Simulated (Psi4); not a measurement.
# BHO2 (oxoborinic acid): HF/def2-TZVPP

What is the vertical ionisation energy of BHO2 (oxoborinic acid) at HF/def2-TZVPP? 

Program for the calculation: Psi4 1.11.

2 further runs of the same task are left out: 2 set aside as unsound or not needed.

### Step 1. The structure to begin with

BHO2: 4 atoms, total charge 0, spin state singlet. SMILES: `O=BO`. Geometry: relaxed at PBE0-D4/def2-TZVP.

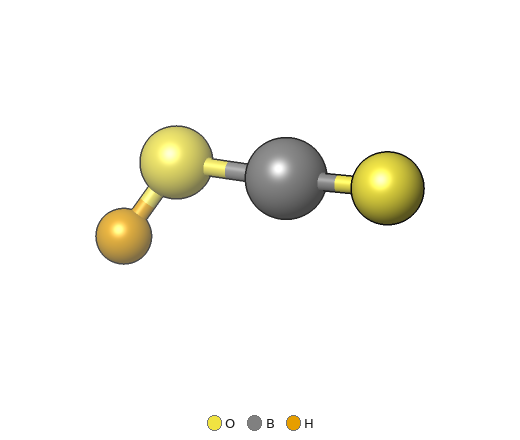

Viewed from a chosen angle; oxygen yellow, boron grey, hydrogen amber.

### Step 2. Energy and gradient at HF/def2-TZVPP

File bho2_ase.py:

```python
import numpy as np
from ase.calculators.psi4 import Psi4
from ase import Atoms

atoms = Atoms(['O', 'B', 'O', 'H'], positions=[
    [-1.555100, 0.523500, 0.428500],
    [-0.423900, 0.132000, 0.248600],
    [0.816700, -0.302000, 0.108600],
    [1.162300, -0.353500, -0.785700],
])
calc = Psi4(atoms=atoms, method='hf', basis='def2-TZVPP', memory='1600MB', num_threads=1, charge=0, multiplicity=1, label='psi4-calc', reference='rhf')
calc.psi4.set_options({'puream': True, 'e_convergence': 1e-09, 'd_convergence': 1e-08, 'scf_type': 'pk'})
atoms.calc = calc

forces = atoms.get_forces()
print(f'energy: {atoms.get_potential_energy():.6f} eV')
print('forces / eV A^-1')
print(np.round(forces, 5))
```

On the command line:

```bash
$ python bho2_ase.py
```

psi4-calc.dat:

```text
[...]
  Running in c1 symmetry.
[...]
  Nuclear repulsion =   54.005576575383920
[...]
  Multiplicity = 1
[...]
  Nalpha       = 11
  Nbeta        = 11
[...]
    Number of basis functions: 107
[...]
   @RHF iter   1:  -175.00010630981484   -1.04047e+00   6.17760e-03 ADIIS/DIIS
[...]
   @RHF iter  12:  -175.16092933287158   -7.53175e-12   4.16703e-09 DIIS
[...]
    Orbital Energies [Eh]
    ---------------------
    Doubly Occupied:
       1A    -20.640047     2A    -20.536516     3A     -7.670205
       4A     -1.439953     5A     -1.310195     6A     -0.821938
       7A     -0.662157     8A     -0.625173     9A     -0.608433
      10A     -0.497671    11A     -0.491757
[...]
  @RHF Final Energy:  -175.16092933287158
   => Energetics <=
    Nuclear Repulsion Energy =             54.0055765753839196
    One-Electron Energy =                -347.7249225617346724
    Two-Electron Energy =                 118.5584166534791564
    Total Energy =                       -175.1609293328715751
[...]
 Multipole Moments:
 ------------------------------------------------------------------------------------
     Multipole            Electronic (a.u.)      Nuclear  (a.u.)        Total (a.u.)
 ------------------------------------------------------------------------------------
 L = 1.  Multiply by 2.5417464519 to convert [e a0] to [Debye]
 Dipole X            :         -0.1252687            1.4880401            1.3627714
 Dipole Y            :          0.0350774           -0.4555203           -0.4204429
 Dipole Z            :          0.1217372           -0.9694934           -0.8477562
 Magnitude           :                                                    1.6590988
[...]
  -Total Gradient:
     Atom            X                  Y                   Z
    ------   -----------------  -----------------  -----------------
       1       -0.031945451776     0.010965365369     0.006205153191
       2        0.021330565271    -0.007133099457    -0.006478038752
       3        0.003954171757    -0.002969407200     0.019106770190
       4        0.006660714748    -0.000862858711    -0.018833884629
[...]
```

Standard output:

```text
Memory set to   1.490 GiB by Python driver.
  Threads set to 1 by Python driver.

  Memory set to   1.490 GiB by Python driver.
  Threads set to 1 by Python driver.
energy: -4766.371664 eV
forces / eV A^-1
[[ 1.6427  -0.56386 -0.31908]
 [-1.09686  0.3668   0.33311]
 [-0.20333  0.15269 -0.98251]
 [-0.34251  0.04437  0.96848]]
```

It took 14 s on 1 thread of AMD EPYC 7R43 (Zen 3), shared host; peak memory 0.45 GiB.

### Step 3. The doublet cation: the energy at UHF/def2-TZVPP

File input.in:

```
memory 1600 mb

molecule molecule1 {
  1 2
  O     -2.93871310     0.98927163     0.80974764
  B     -0.80105490     0.24944385     0.46978591
  O      1.54333933    -0.57069729     0.20522426
  H      2.19642867    -0.66801819    -1.48475782
  units au
  symmetry c1
  no_reorient
  no_com
}

set basis def2-TZVPP
set reference uhf
set puream true
set e_convergence 1e-09
set d_convergence 1e-08
set scf_type pk
set maxiter 200

e, wfn = energy("scf", return_wfn=True)
oeprop(wfn, "QUADRUPOLE", "DIPOLE", "LOWDIN_CHARGES")
```

On the command line:

```bash
$ psi4 -n 1 input.in input.out
```

input.out:

```text
[...]
  Running in c1 symmetry.
[...]
  Nuclear repulsion =   54.005576512366055
[...]
  Multiplicity = 2
[...]
  Nalpha       = 11
  Nbeta        = 10
[...]
    Number of basis functions: 107
[...]
   @UHF iter   1:  -174.62562556331204   -6.65985e-01   3.95210e-03 ADIIS/DIIS
[...]
   @UHF iter  17:  -174.76588531939279   -5.82645e-12   5.52455e-09 DIIS
[...]
   @S^2 Observed:                7.598840402E-01
[...]
    Orbital Energies [Eh]
    ---------------------
    Alpha Occupied:
       1A    -21.000931     2A    -20.923490     3A     -8.050235
       4A     -1.805902     5A     -1.713096     6A     -1.092876
       7A     -1.048634     8A     -1.047607     9A     -0.966488
      10A     -0.903953    11A     -0.876063
    Alpha Virtual:
      12A     -0.148373    13A     -0.103492    14A     -0.101398
      15A     -0.047371    16A      0.007561    17A      0.013548
      18A      0.054654    19A      0.101434    20A      0.227316
      21A      0.237330    22A      0.280651    23A      0.313243
      24A      0.314988    25A      0.377222    26A      0.421273
[...]
  @UHF Final Energy:  -174.76588531939279
   => Energetics <=
    Nuclear Repulsion Energy =             54.0055765123660549
    One-Electron Energy =                -340.0512354973694755
    Two-Electron Energy =                 111.2797736656106053
    Total Energy =                       -174.7658853193927939
  UHF NO Occupations:
  HONO-2 :    9  A 1.9984211
  HONO-1 :   10  A 1.9979392
[...]
 Multipole Moments:
 ------------------------------------------------------------------------------------
     Multipole            Electronic (a.u.)      Nuclear  (a.u.)        Total (a.u.)
 ------------------------------------------------------------------------------------
 L = 1.  Multiply by 2.5417464519 to convert [e a0] to [Debye]
 Dipole X            :         12.6245649          -12.9718360           -0.3472711
 Dipole Y            :         -3.7808137            3.9277958            0.1469821
 Dipole Z            :         -9.2590835            8.9839469           -0.2751366
 Magnitude           :                                                    0.4667988
 L = 2.  Multiply by 1.3450342976 to convert [e a0^2] to [Debye ang]
 Quadrupole XX       :       -104.4367939           96.1761914           -8.2606025
 Quadrupole XY       :         32.5159697          -32.7700660           -0.2540962
[...]
```

Wall time 9 s (1 thread of AMD EPYC 7R43 (Zen 3), shared host); peak memory 0.44 GiB.

### Step 4. Outcome

At HF/def2-TZVPP:

| quantity | value |
| --- | --- |
| singlet BHO2: total energy | -175.16093 Eh |
| singlet BHO2: dipole moment | 4.22 D |
| singlet BHO2: HOMO energy | -13.38 eV |
| singlet BHO2: LUMO energy | 2.02 eV |
| singlet BHO2: HOMO–LUMO gap | 15.40 eV |
| singlet BHO2: largest force on an atom | 1.766 eV/Å |
| doublet cation: total energy | -174.76589 Eh |
| doublet cation: HOMO energy (highest over α and β) | -23.27 eV |
| doublet cation: LUMO energy (lowest over α and β) | -8.96 eV |
| doublet cation: ⟨S²⟩ | 0.760 |
| vertical ionisation energy (to the doublet cation) | 10.750 eV |

**Reading.** The vertical ionisation energy comes to 10.75 eV (1037 kJ/mol). The largest force (singlet BHO2) is 1.77 eV/Å: the shape isn't a stationary point for this species at this level. −ε(HOMO) before ionisation, 13.38 eV, is 2.63 eV above this ionisation energy.
